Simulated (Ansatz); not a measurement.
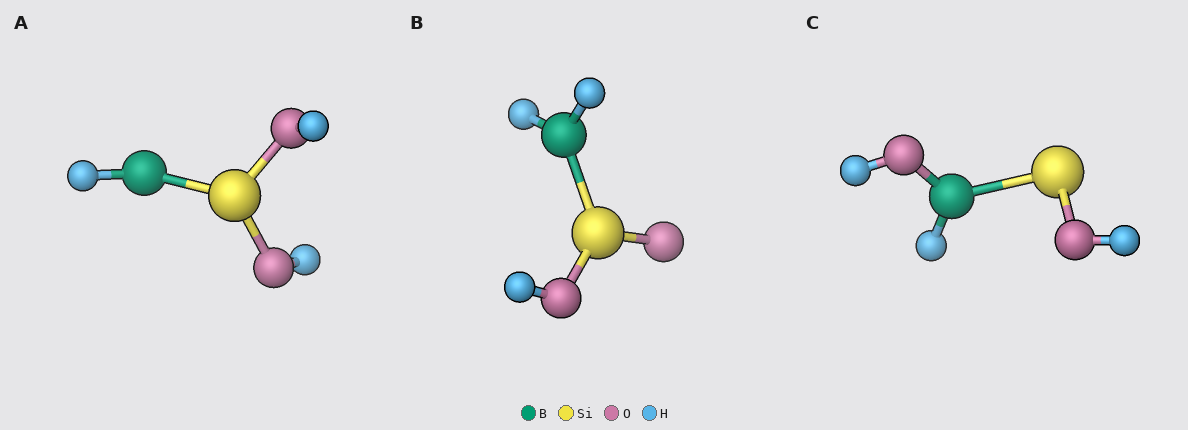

3 stationary structures of one formula. Geometries: PBE-D4/def2-SVP. Electronic energies: PBE-D4/def2-SVP (Ansatz 0.2.0), without zero-point energy. No frequency run is at hand to confirm each as a minimum. Each is one conformer, not always the lowest.

**Which is lowest in energy, and by how much?**

C is lowest (C1); B lies 38.9 kJ/mol above it (Cs), A lies 172.6 kJ/mol above it (C1).
